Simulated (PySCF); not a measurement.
# S₄: structure of the singlet

The task is one start of a wider search on S₄: the singlet, from a tetrahedron start. It is relaxed, tested by its Hessian and followed downhill if it is a saddle.

Method: PBE0, basis S def2-TZVP, no relativity, density fitting; program: PySCF 2.14.0.

### Step 1. The system as given

4 atoms, charge 0, spin multiplicity 1.

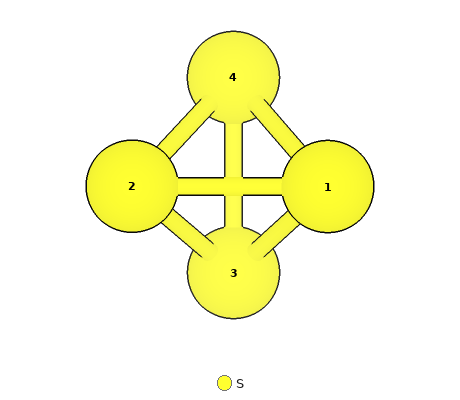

As it starts; sulfur yellow; atoms are numbered from 1 in the order of the file.

Z-matrix (Å, degrees; charge 0 multiplicity 1):
```
S
S  1 2.0599
S  1 2.0599 2 60.00
S  1 2.0599 2 60.00 3 70.53
```

### Step 2. Finding the electronic state

The steps below are one call of a driver around PySCF. For each, scf.py gives the equivalent set-up of the SCF; relaxations use the driver's own optimiser. After this first run the driver tries any further starts and a stability analysis.

Input file scf.py:

```python
from pyscf import gto, scf, dft
mol = gto.M(atom='''
S      0.728300     0.728300     0.728300
S      0.728300    -0.728300    -0.728300
S     -0.728300     0.728300    -0.728300
S     -0.728300    -0.728300     0.728300''',
    basis={'S': 'def2-TZVP'},
    charge=0, spin=0)
mf = dft.RKS(mol, xc='PBE0')
mf.grids.atom_grid = (50, 194)
aux = {'S': 'def2-universal-JKFIT'}
mf = mf.density_fit(auxbasis=aux)
mf.conv_tol = 1e-08
mf.diis_space = 10
mf.max_cycle = 60
mf.init_guess = 'minao'
mf.verbose = 4
mf.kernel()
```

Run with:

```bash
$ OMP_NUM_THREADS=4 python axn.py task.json out
```

After this run come: Relaxation: tetrahedron start, singlet; Releasing the symmetry; Vibrations and properties at this point.

Q: Predict the outcome of this session. Wanted: minimum; geometry; wavenumbers; dipole moment; highest occupied, lowest empty level; polar-tensor charge of S1; zero-point energy; atomisation energy.

The runs gave:

| quantity | value |
| --- | --- |
| minimum | singlet, D2d |
| geometry | S–S 2.099 Å (×4); S–S–S 84.8° (×4) |
| wavenumbers (cm⁻¹) | 211 (a1), 303 (b2), 454 (e), 483 (b1), 544 (a1) |
| dipole moment | 0.00 D |
| highest occupied, lowest empty level | -6.23, -2.76 eV |
| polar-tensor charge of S1 | -0.00 e |
| zero-point energy | 14.7 kJ/mol |
| entropy at 298.15 K | 296.7 J/(mol K) |
| atomisation energy (no zero-point energy) | 903 kJ/mol |

In words: From Td at the start the molecule goes to a D2d minimum. Other starts or spin states, not run here, may lie lower.
